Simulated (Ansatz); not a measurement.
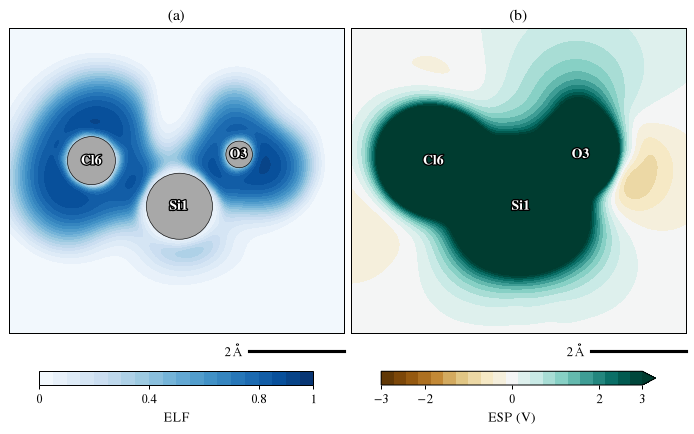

ClFH₂OSi. (a) ELF; (b) molecular electrostatic potential on the plane of atoms O3, Si1 and Cl6. Grey discs cover the atomic cores in the ELF map.

All numbers below come from Ansatz 0.2.0, RKS BLYP/cc-pVDZ.

Input

```
crystal:
  periodic: [false, false, false]
  atoms:
    - { symbol: Si, position_ang: [-0.23191, 0.059914, 0.284513] }
    - { symbol: F, position_ang: [0.097725, 1.454461, -0.572726] }
    - { symbol: O, position_ang: [0.30824, -1.060254, -0.846571] }
    - { symbol: H, position_ang: [0.641592, -0.447469, -1.535143] }
    - { symbol: H, position_ang: [-1.67971, -0.022345, 0.612715] }
    - { symbol: Cl, position_ang: [0.864163, 0.015693, 2.057213] }
basis:
  gaussian: { orbitals: cc-pVDZ }
hamiltonian:
  xc: blyp
relax:
  f_tol: 0.03
  max_steps: 50
output:
  orbitals: {}
```

Command:

```sh
ansatz run input.yaml --threads 2 --pin off --max-ram 3072MiB --backend cpu --events-out ev --progress --plain --runs-dir out
```

The fields are those of the relaxed geometry.

### What do the fields say about this system?

The plane passes through Si, O and Cl nuclei. Si–O (1.67 Å): the ELF peaks at about 0.85 between the atoms: a polar covalent bond. Si–Cl (2.10 Å): the ELF peaks at about 0.85 between the atoms; a polar covalent bond. The ELF also peaks beside Cl6 and O3, away from the bonds: lone-pair regions. Outside the dense part of the molecule the potential is most negative (−1.0 V) near O3.
